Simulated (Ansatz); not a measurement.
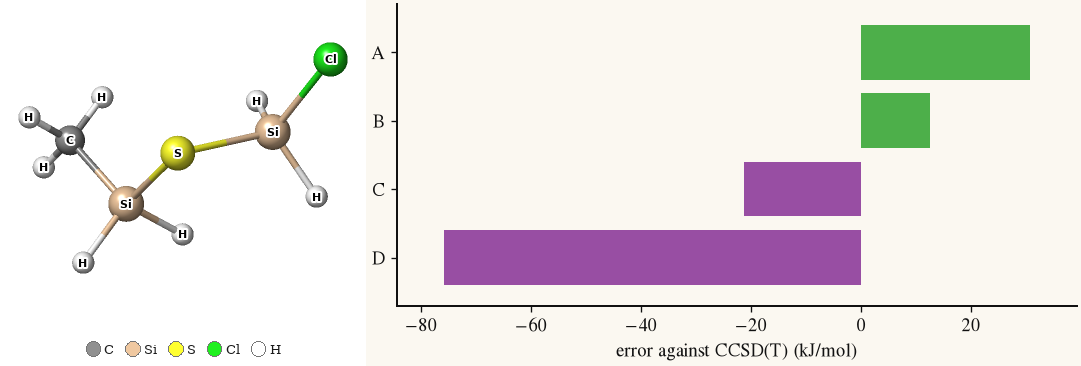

Error in the electronic atomisation energy (method less reference, so positive means overbinding) of CH₇ClSSi₂, SMILES C[SiH2]S[SiH2]Cl: functionals in def2-TZVPP against frozen-core CCSD(T) at the limit (MP2 extrapolated from triple and quadruple zeta, plus CCSD(T) less MP2 in a smaller set), which gives 3997.5 kJ/mol, at a PBE0-D4/def2-TZVP geometry (no frequency check), no zero-point or spin-orbit term, the Ansatz code 0.2.0. The reference leaves out core correlation, a term that grows with the number of heavy atoms. B2PLYP holds a correlation term that converges slowly with the basis, so part of the distance to the limit is basis error. No dispersion term is added to B2PLYP. Limit means the basis limit.

**The letters stand for B2PLYP, MP2 limit, PBE0-D4 and ωB97M-V. Which is which?**

A: MP2 limit (30.7 kJ/mol); B: ωB97M-V (12.7 kJ/mol); C: PBE0-D4 (−21.2 kJ/mol); D: B2PLYP (−75.8 kJ/mol).

Limits of at least one run: one conformer of a flexible molecule.
